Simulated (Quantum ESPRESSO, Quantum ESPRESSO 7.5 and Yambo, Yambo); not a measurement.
**Beyond one shot: AlN (F-43m)**

How far does self-consistency move the gap of AlN (F-43m)?

Method: PBE and many-body steps on it, plane waves, in Quantum ESPRESSO 7.5 and Yambo 5.3.0.

### 1. The structure

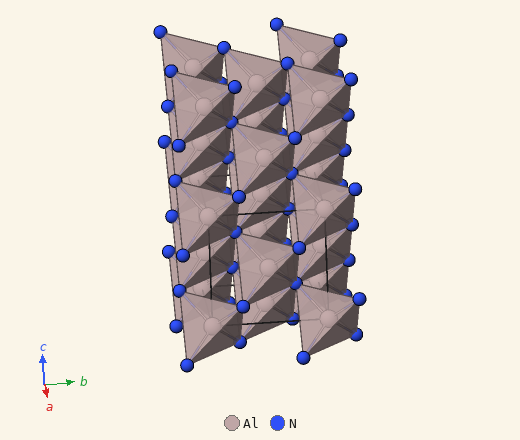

The cell as given, slightly off an axis (aluminium light grey, nitrogen blue). 1×1×2 cells are drawn. This picture shows the conventional cell, with its axes. Some periodic images of atoms are drawn too.

The cell and positions are those that the Materials Project relaxed with its own functionals (PBE, PBE+U or r2SCAN), kept fixed. This is not the form that AlN usually takes at ambient conditions.

### 2. Empty states on the mesh, 4×4×4 mesh, 90 bands

This step: Quantum ESPRESSO 7.5; DFT, PBE, plane waves, norm-conserving pseudopotentials.

The sums over transitions need many empty states on a uniform mesh; this step solves for them.

pw.in reads:

```
&control
  calculation = 'nscf'
  prefix = 'x'
  outdir = 'o'
  pseudo_dir = 'pseudo'
/
&system
  ibrav = 0
  nat = 2
  ntyp = 2
  ecutwfc = 72.0
  nbnd = 90
  force_symmorphic = .true.
/
&electrons
  conv_thr = 1e-9
  electron_maxstep = 80
  diago_full_acc = .true.
  diago_thr_init = 5e-6
/
ATOMIC_SPECIES
  Al 26.982 Al.upf
  N 14.007 N.upf
CELL_PARAMETERS angstrom
  -0.0000000000 2.1839935596 2.1839935596
  2.1839935596 -0.0000000000 2.1839935596
  2.1839935596 2.1839935596 -0.0000000000
ATOMIC_POSITIONS crystal
  Al 0.0000000000 0.0000000000 0.0000000000
  N 0.7500000000 0.7500000000 0.7500000000
K_POINTS automatic
  4 4 4 0 0 0
```

Run with:

```bash
> OMP_NUM_THREADS=1 mpirun -n 8 pw.x -nk 4 -in pw.in > pw.out
```

Output:

```text
Program PWSCF v.7.5 starts

     This program is part of the open-source Quantum ESPRESSO suite
     for quantum simulation of materials; please cite
         "P. Giannozzi et al., J. Phys.:Condens. Matter 21 395502 (2009);
         "P. Giannozzi et al., J. Phys.:Condens. Matter 29 465901 (2017);
         "P. Giannozzi et al., J. Chem. Phys. 152 154105 (2020);
     in publications or presentations arising from this work. More details at

     Atomic positions and unit cell read from directory:
     o/x.save/

     Message from routine setup:
[...]
144.3922 145.7997

          k =-0.3536-0.3536 0.3536 (  1458 PWs)   bands (ev):

[...]
122.4964 124.2619 124.2619 125.9924 125.9924 127.1217 130.6384 130.6384
   135.2883 136.2345 139.8957 141.2587 141.2587 142.1307 143.3738 143.3738
   144.1510 144.3249

          k = 0.3536 0.0000 0.0000 (  1475 PWs)   bands (ev):

     [... further k-points ...]

     highest occupied, lowest unoccupied level (ev):     6.9565   10.2814

     XML data file, pseudopotentials, collected wavefunctions

=------------------------------------------------------------------------------=
   JOB DONE.
=------------------------------------------------------------------------------=
```

It took 1.5 s on 8 MPI ranks of Arm Neoverse V2, shared host; peak memory 0.05 GiB.

Numbers from this step:

```yaml
gap: 3.325 eV
k_of_the_valence_top: 0, 0, 0
k_of_the_conduction_bottom: 0, -0.5, -0.5
least_direct_gap: 4.192 eV
k_points_computed: 8
lowest_point_of_the_top_converged_band_above_the_valence_top: 130.3757 eV
```

On this mesh the gap is 3.325 eV.

The density comes from a self-consistent run that is not shown.

### 3. Conversion and set-up

This step: Yambo 5.3.0; conversion and set-up on PBE, plane waves, norm-conserving pseudopotentials.

The states are converted to the many-body program's format and the q mesh is built.

Run with:

```bash
> (cd o/x.save; p2y > p2y.log; mv SAVE ../..); yambo > setup.log
```

Output:

```text
 Yambo, version 5.3.0

 [02] CORE Variables Setup
 =========================

  [02.01] Unit cells
  ==================

  Cell kind             :  FCC
  Atoms in the cell     :  Al  N
  number of Al atoms    :  1
  number of N  atoms    :  1

  List of atomic masses
  Mass of Al    :  26.98200
  Mass of N     :  14.00700

  List of atomic coordinates    : [cc]
  Al1       :  0.000000  0.000000  0.000000  order 1
  N1       :  6.190725  6.190725  6.190725  order 2

  Alat factors          :  4.127150  4.127150  4.127150 [a.u.]
  Direct lattice volume :  140.5985 [a.u.]
[...]
==========================================

 IBZ Q-points                                      :   8
 BZ  Q-points                                      :   64

 K/Q-points units:
 rlu = crystal or reduced units; cc = cartesian coordinates; iku = interal k-units

 Q [1]          [rlu]:  0.000000  0.000000  0.000000
 Q [2]          [rlu]: -0.52978E-17 -0.52978E-17  0.25000
 Q [3]          [rlu]:  0.10596E-16  0.10596E-16 -0.50000
[...]
Q [7]          [rlu]: -0.39890E-16 -0.50000     -0.50000
 Q [8]          [rlu]:  0.250000 -0.500000 -0.250000

  [03.01] X indexes
  =================

   [03.01.01] Sigma indexes
   ========================

 [06] Game Over & Game summary
```

Run time: 1.8 s. Hardware: 1 MPI rank; peak memory 0.23 GiB.

### 4. G0W0

Now the one-shot GW correction: screening in the RPA, then the self-energy of the levels asked for.

This step: G0W0 on PBE, plane waves, norm-conserving pseudopotentials.

gw1.in reads:

```
HF_and_locXC
gw0
dyson
ppa
em1d
rim_cut
RandQpts= 1000000
RandGvec= 1 RL
EXXRLvcs= 72 Ry
VXCRLvcs= 288 Ry
Chimod= "HARTREE"
% BndsRnXp
 1 | 90 |
%
NGsBlkXp= 15.5 Ry
% LongDrXp
 1 | 1 | 1 |
%
% GbndRnge
 1 | 90 |
%
DysSolver= "n"
ExtendOut
PPAPntXp= 27.21138 eV
% QPkrange
 1 | 8 | 2 | 8 |
%
```

Run with:

```bash
> OMP_NUM_THREADS=1 mpirun -n 8 yambo -F gw1.in -J gw1 -C gw1 > gw1.log
```

Output:

```text
 Yambo, version 5.3.0

 [02] CORE Variables Setup
 =========================

  [... cell, symmetries and grids as in the set-up ...]

  [02.05] Energies & Occupations
  ==============================

  [X] === General ===
  [X] Electronic Temperature                        :  0.000000  0.000000 [eV K]
  [X] Bosonic    Temperature                        :  0.000000  0.000000 [eV K]
  [X] Finite Temperature mode                       : no
  [X] El. density                                   :  0.38398E+24 [cm-3]
  [X] Fermi Level                                   :  6.956541 [eV]

  [X] === Gaps and Widths ===
  [X] Conduction Band Min                           :  3.324859 [eV]
  [X] Valence Band Max                              :  0.000000 [eV]
  [X] Filled Bands                                  :   4
  [X] Empty Bands                                   :    5   90
  [X] Direct Gap                                    :  4.192097 [eV]
  [X] Direct Gap localized at k                     :  1
  [X] Indirect Gap                                  :  3.324859 [eV]
  [X] Indirect Gap between kpts                     :   1   7
  [X] Last valence band width                       :  2.697200 [eV]
  [X] 1st conduction band width                     :  4.489928 [eV]

 [03] Transferred momenta grid and indexing
 ==========================================

 IBZ Q-points                                      :   8
 BZ  Q-points                                      :   64

 K/Q-points units:
 rlu = crystal or reduced units; cc = cartesian coordinates; iku = interal k-units

 Q [1]          [rlu]:  0.000000  0.000000  0.000000
 Q [2]          [rlu]: -0.52978E-17 -0.52978E-17  0.25000
 Q [3]          [rlu]:  0.10596E-16  0.10596E-16 -0.50000
 Q [4]          [rlu]:  0.19945E-16  0.25000      0.25000
 Q [5]          [rlu]:  0.25178E-16  0.25000      0.50000
 Q [6]          [rlu]:  0.10596E-16  0.25000     -0.25000
 Q [7]          [rlu]: -0.39890E-16 -0.50000     -0.50000
 Q [8]          [rlu]:  0.250000 -0.500000 -0.250000

 [04] Coloumb potential Random Integration (RIM)
 ===============================================

  [04.01] RIM initialization
  ==========================

  * Diagonal components only detected *

  8 x (sBL volume)        :  0.220531 [a.u.]
  sBZ random points       :  1000000
  Points outside the sBZ  :   7987327
  RL volume               :  1.764245 [a.u.]
  Integrated volume       :  1.767044 [a.u.]

  [04.02] RIM integrals
  =====================

  Gamma point sphere radius             :  0.109591 [a.u.]
  Points outside the sphere             :   799513
  [Int_sBZ(q=0) 1/q^2]*(Vol_sBZ)^(-1/3) =:  7.764325
                                 should be <:  7.795600

  Summary of Coulomb integrals for non-metallic bands |Q|[au] RIM/Bare

  Q [1] 0.100000E-4 0.995988 * Q [2] 0.329610 1.065884
  Q [4] 0.380601 1.064810 * Q [6] 0.538251 1.027704
  Q [5] 0.631155 1.020409 * Q [3] 0.659220 1.018308
  Q [7] 0.761202 1.014905 * Q [8] 0.851049 1.011860

 [05] Dipoles
 ============

  [05.01] Setup: observables and procedures
  =========================================

 [06] Dynamic Dielectric Matrix (PPA)
 ====================================

 [SLK-Inversion]  Pools        :  2
 [SLK-Inversion]  BLACS grid   :  2  2

 [WR./gw1//ndb.pp]---------------------------------------------------------------
  Brillouin Zone Q/K grids (IBZ/BZ)                :    8   64    8   64
  RL vectors                                       :  1917 [WF]
  Coulomb cutoff potential                         : none
  Electronic Temperature                           :  0.000000 [K]
  Bosonic    Temperature                           :  0.000000 [K]
  PPA    diel. fun.  energies                      : Perdew, Burke & Ernzerhof(X)+Perdew, Burke & Ernzerhof(C)
  wavefunctions                                    : Perdew, Burke & Ernzerhof(X)+Perdew, Burke & Ernzerhof(C)
  Global Gauge                                     : length
  X matrix size                                    :  181
  X band range                                     :    1   90
  X e/h energy range                               : -1.000000 -1.000000 [eV]
  X Time ordering                                  : R
  X Hxc Kernel                                     : HARTREE
  X Drude frequency                                :  0.000000  0.000000
  X poles                                          :  100.0000 [o/o]
  RL vectors in the sum                            :  1917
  [r,Vnl] included                                 : yes
  Field direction                                  :  0.577350E-5  0.577350E-5  0.577350E-5
  BZ energy Double Grid                            : no
  BZ energy DbGd points                            : 0
  BZ Q point size factor                           : -1.000000
  X Optical Averaged directions                    : none

 [07] Local Exchange-Correlation + Non-Local Fock
 ================================================

 [VXC] Plane waves :  11575
 [EXS] Plane waves :  1471

 QP @ state[ 1 ] K range:   1   8
 QP @ state[ 1 ] b range:   2   8

 [xc] Functional : Perdew, Burke & Ernzerhof(X)+Perdew, Burke & Ernzerhof(C)
 [xc] LIBXC used to calculate xc functional
  PP Number of Atomic Species                      :  2
  NLCC RL compoments                               :  11575
  PP Number of Atomic Species                      :  2
  NLCC RL compoments                               :  11575

 [xc] E_xc :  -3.460990 [Ha]
      E_xc :  -6.921979 [Ry]

  Local XC kind (lXC) : Perdew, Burke & Ernzerhof(X)+Perdew, Burke & Ernzerhof(C)
  Non-Local XC kind (nlXC) : Hartree-Fock

  Corrections @ K [1] :  [eV]
 <2|nlXC|2> = -20.93521  0.17767E-16 <2|lXC|2> = -16.96897  0.24001E-22
 <3|nlXC|3> = -20.93516  0.31256E-17 <3|lXC|3> = -16.96897  0.37763E-15
 <4|nlXC|4> = -20.93498 -0.12755E-16 <4|lXC|4> = -16.96897  0.18882E-15
 <5|nlXC|5> = -7.926791 -0.85574E-17 <5|lXC|5> = -12.51951 -0.18882E-15
 <6|nlXC|6> = -4.085061 -0.13808E-17 <6|lXC|6> = -9.879197  0.94405E-16
 <7|nlXC|7> = -4.084738 -0.17773E-17 <7|lXC|7> = -9.879197 -0.59018E-16
[...]
Corrections @ K [2] :  [eV]
[...]
Corrections @ K [3] :  [eV]
[...]
Corrections @ K [4] :  [eV]
[...]
Corrections @ K [5] :  [eV]
[...]
[... 2 further k-points ...]
  Corrections @ K [8] :  [eV]
[...]
<6|nlXC|6> = -5.992991  0.27573E-17 <6|lXC|6> = -12.02057  0.60480E-16
 <7|nlXC|7> = -4.137182  0.64012E-18 <7|lXC|7> = -10.20253 -0.94406E-16
 <8|nlXC|8> = -6.797686 -0.13546E-18 <8|lXC|8> = -13.55427 -0.47209E-16

  [07.01] Hartree-Fock occupations report
  =======================================

  [Hartree-Fock] === General ===
  [Hartree-Fock] Electronic Temperature             :  0.000000  0.000000 [eV K]
  [Hartree-Fock] Bosonic    Temperature             :  0.000000  0.000000 [eV K]
  [Hartree-Fock] Finite Temperature mode            : no
  [Hartree-Fock] El. density                        :  0.38398E+24 [cm-3]
  [Hartree-Fock] Fermi Level                        :  6.956541 [eV]

  [Hartree-Fock] === Gaps and Widths ===
  [Hartree-Fock] Conduction Band Min                :  7.563402 [eV]
  [Hartree-Fock] Valence Band Max                   : -3.966013 [eV]
  [Hartree-Fock] Filled Bands                       :   4
  [Hartree-Fock] Empty Bands                        :    5   90
  [Hartree-Fock] Direct Gap                         :  12.75083 [eV]
  [Hartree-Fock] Direct Gap localized at k          :  1
  [Hartree-Fock] Indirect Gap                       :  11.52942 [eV]
  [Hartree-Fock] Indirect Gap between kpts          :   1   7
  [Hartree-Fock] Last valence band width            :  3.256795 [eV]
  [Hartree-Fock] 1st conduction band width          :  5.775858 [eV]

 [08] Dyson equation: Newton solver
 ==================================

  [08.01] G0W0 (W PPA)
  ====================

  [  GW  ] Bands range     :    1   90
  [GW/PPA] G damping       :  0.100000 [eV]

  QP @ state[ 1 ] K range:   1   8
  QP @ state[ 1 ] b range:   2   8

   Sc/G bands                                       :    1   90
   Sc/G damping                                     :  0.100000 ev
   Sc bands terminator                              : no
   Sx RL components                                 :  1471

   QP @ state[ 1 ] K range                          :   1   8
   QP @ state[ 1 ] b range                          :   2   8
   GF energies kind                                 : Perdew, Burke & Ernzerhof(X)+Perdew, Burke & Ernzerhof(C)
   GF WF`s kind                                     : Perdew, Burke & Ernzerhof(X)+Perdew, Burke & Ernzerhof(C)
   Xs energies kind                                 : Perdew, Burke & Ernzerhof(X)+Perdew, Burke & Ernzerhof(C)
   Xs WF`s kind                                     : Perdew, Burke & Ernzerhof(X)+Perdew, Burke & Ernzerhof(C)

 [11] Game Over & Game summary
```

Run time: 51 s. Hardware: 8 MPI ranks; peak memory 2.3 GiB.

This step gave:

* G0W0 gap on the mesh: 4.488 eV
* starting gap on the mesh: 3.325 eV
* k of the valence top: 0, 0, 0
* k of the conduction bottom: 0, -0.5, -0.5
* least direct G0W0 gap on the computed points: 5.579 eV
* Z at the valence top: 0.7908
* Z at the conduction bottom: 0.8386

The gap on the mesh goes from 3.32 eV to 4.49 eV, a correction of +1.16 eV.

### 5. evGW0, cycle 1

This step: evGW0 on PBE, plane waves, norm-conserving pseudopotentials.

gw2.in, as its differences from gw1.in of step 4:

```diff
@@ -27 +27,2 @@
 %
+GfnQPdb= "E < ./gw1/ndb.QP"
```

Run with:

```bash
> OMP_NUM_THREADS=1 mpirun -n 8 yambo -F gw2.in -J gw2,gw1_W -C gw2 > gw2.log
```

Output:

```text
 Yambo, version 5.3.0

 [02] CORE Variables Setup
 =========================

  [... cell, symmetries and grids as in the set-up ...]

  [02.05] Energies & Occupations
  ==============================

  [X] === General ===
  [X] Electronic Temperature                        :  0.000000  0.000000 [eV K]
  [X] Bosonic    Temperature                        :  0.000000  0.000000 [eV K]
  [X] Finite Temperature mode                       : no
  [X] El. density                                   :  0.38398E+24 [cm-3]
  [X] Fermi Level                                   :  6.956541 [eV]

  [X] === Gaps and Widths ===
  [X] Conduction Band Min                           :  3.324859 [eV]
  [X] Valence Band Max                              :  0.000000 [eV]
  [X] Filled Bands                                  :   4
  [X] Empty Bands                                   :    5   90
  [X] Direct Gap                                    :  4.192097 [eV]
  [X] Direct Gap localized at k                     :  1
  [X] Indirect Gap                                  :  3.324859 [eV]
  [X] Indirect Gap between kpts                     :   1   7
  [X] Last valence band width                       :  2.697200 [eV]
  [X] 1st conduction band width                     :  4.489928 [eV]

 [03] Transferred momenta grid and indexing
 ==========================================

 IBZ Q-points                                      :   8
 BZ  Q-points                                      :   64

 K/Q-points units:
 rlu = crystal or reduced units; cc = cartesian coordinates; iku = interal k-units

 Q [1]          [rlu]:  0.000000  0.000000  0.000000
 Q [2]          [rlu]: -0.52978E-17 -0.52978E-17  0.25000
 Q [3]          [rlu]:  0.10596E-16  0.10596E-16 -0.50000
[...]
[G+QP] Direct Gap localized at k                  :  1
  [G+QP] Indirect Gap                               :  4.488088 [eV]
  [G+QP] Indirect Gap between kpts                  :   1   7
  [G+QP] Last valence band width                    :  3.085050 [eV]
  [G+QP] 1st conduction band width                  :  4.949713 [eV]

  [coarse-grid] Minimum Bare Gap        [ev]:  3.324859
  [coarse-grid] Minimum Gap Correction  [ev]:  1.163229

  Eqp @ K [1]
   -16.7124    -0.246972E-3 -0.199697E-3   0.00000      5.57931      14.0190      14.0192      14.0192
  Eqp @ K [2]
  -15.76480  -3.65996  -0.30031  -0.30032   8.00916  12.62857  13.80173  13.80166
  Eqp @ K [3]
  -14.42838  -6.51790  -0.56422  -0.56437   8.81928  11.70569  12.60005  12.59993
  Eqp @ K [4]
  -15.45669  -3.21095  -1.15147  -1.15153   7.41933  11.74337  13.15785  15.63300
  Eqp @ K [5]
  -14.12992  -5.33815  -2.65952  -1.40015   7.27562  11.67749  13.98202  15.02442
  [... 2 further k-points ...]
  Eqp @ K [8]
  -13.65789  -4.25198  -3.90179  -3.08505   7.57431  13.22107  13.38149  14.13584

 [07] Dipoles
 ============

  [07.01] Setup: observables and procedures
  =========================================

 [08] Dynamic Dielectric Matrix (PPA)
 ====================================

   Sc/G bands                                       :    1   90
   Sc/G damping                                     :  0.100000 ev
   Sc bands terminator                              : no
   Sx RL components                                 :  1471

   QP @ state[ 1 ] K range                          :   1   8
   QP @ state[ 1 ] b range                          :   2   8
   GF energies kind                                 : Perdew, Burke & Ernzerhof(X)+Perdew, Burke & Ernzerhof(C)+ E < ./gw1/ndb.QP + @E Fit
   GF WF`s kind                                     : Perdew, Burke & Ernzerhof(X)+Perdew, Burke & Ernzerhof(C)
   Xs energies kind                                 : Perdew, Burke & Ernzerhof(X)+Perdew, Burke & Ernzerhof(C)
   Xs WF`s kind                                     : Perdew, Burke & Ernzerhof(X)+Perdew, Burke & Ernzerhof(C)

 [13] Game Over & Game summary
```

Elapsed: 47 s, on 8 MPI ranks; peak memory 2.2 GiB.

Numbers from this step:

```yaml
quasiparticle_gap_on_the_mesh: 4.638 eV
gap_of_the_density_functional_on_the_mesh: 3.325 eV
k_of_the_valence_top: 0, 0, 0
k_of_the_conduction_bottom: 0, -0.5, -0.5
least_direct_quasiparticle_gap_on_the_computed_points: 5.756 eV
z_at_the_valence_top: 0.7952
z_at_the_conduction_bottom: 0.8504
```

Against G0W0 in Yambo (4×4×4 mesh, 90 bands, screening to 210.9 eV, Godby-Needs plasmon pole), the gap moves by +0.150 eV.

The program's own table gives 4.812 eV, which is too large where the input levels are shifted: this version takes Σc at the unshifted level E₀, yet steps from the shifted one. The value above is the Newton step from E₀, E₀ + Z(Σc + Σx − Vxc), rebuilt from the printed columns.

### 6. evGW0, cycle 2

The corrected levels of the last cycle go back in.

gw3.in, as its differences from gw2.in of step 5:

```diff
@@ -27,2 +27,2 @@
 %
-GfnQPdb= "E < ./gw1/ndb.QP"
+GfnQPdb= "E < ./gw2_fix/ndb.QP"
```

Run with:

```bash
> OMP_NUM_THREADS=1 mpirun -n 8 yambo -F gw3.in -J gw3,gw1_W -C gw3 > gw3.log
```

Output:

```text
 Yambo, version 5.3.0

 [02] CORE Variables Setup
 =========================

  [... cell, symmetries and grids as in the set-up ...]

  [02.05] Energies & Occupations
  ==============================

  [X] === General ===
  [X] Electronic Temperature                        :  0.000000  0.000000 [eV K]
  [X] Bosonic    Temperature                        :  0.000000  0.000000 [eV K]
  [X] Finite Temperature mode                       : no
  [X] El. density                                   :  0.38398E+24 [cm-3]
[...]
Sx RL components                                 :  1471

   QP @ state[ 1 ] K range                          :   1   8
   QP @ state[ 1 ] b range                          :   2   8
   GF energies kind                                 : Perdew, Burke & Ernzerhof(X)+Perdew, Burke & Ernzerhof(C)+ E < ./gw1/ndb.QP + @E Fit+ E < ./gw2_fix/
   GF WF`s kind                                     : Perdew, Burke & Ernzerhof(X)+Perdew, Burke & Ernzerhof(C)
   Xs energies kind                                 : Perdew, Burke & Ernzerhof(X)+Perdew, Burke & Ernzerhof(C)
   Xs WF`s kind                                     : Perdew, Burke & Ernzerhof(X)+Perdew, Burke & Ernzerhof(C)

 [13] Game Over & Game summary
```

Wall time 46 s (8 MPI ranks); peak memory 2.2 GiB; 6.2 min of CPU time.

Numbers from this step:

```yaml
quasiparticle_gap_on_the_mesh: 4.656 eV
gap_of_the_density_functional_on_the_mesh: 3.325 eV
k_of_the_valence_top: 0, 0, 0
k_of_the_conduction_bottom: 0, -0.5, -0.5
least_direct_quasiparticle_gap_on_the_computed_points: 5.779 eV
```

Against the cycle before, the gap moves by +0.018 eV.

The program's own table gives 4.851 eV, which is too large where the input levels are shifted: this version takes Σc at the unshifted level E₀, yet steps from the shifted one. The value above is the Newton step from E₀, E₀ + Z(Σc + Σx − Vxc), rebuilt from the printed columns.

(Continued in part 2 of 2.)

[Paths, hosts, dates, memory and timing lines, banners, echoed tables and standing remarks are left out of the program output.]

[Logs are printed without paths, hosts, clocks, repeated set-up lines and the standing remarks that a program may print on its own settings, such as how far it seeks lower states.]

[Runs of the session that timed out or met a known fault of the program may be left out.]

[Hosts, paths, dates, database ids (printed as entryN), source tags and the programs' standing remarks are cut or masked in the printed files.]
